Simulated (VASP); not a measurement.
Band structure of TiO2 (space group C2/c). Calculation: PBEsol GGA with spin-orbit coupling, VASP's PBE PAW potentials (set 64) (plane waves; VASP).

The path is coarsely sampled, so an indirect gap can come out somewhat too large.

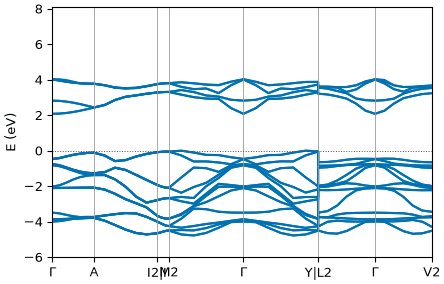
Figure. Bands along high-symmetry lines, zero at the valence-band maximum or, without a gap, the Fermi level

Read the plot: is there a gap, and where are the band edges?

The gap is indirect, 2.08 eV, from the valence maximum at Γ-Y at 0.83 to the conduction minimum at Γ.

The structure comes from a computed database's TiO2 entry (C2/c); how it stands against other phases isn't given here. It was relaxed first.
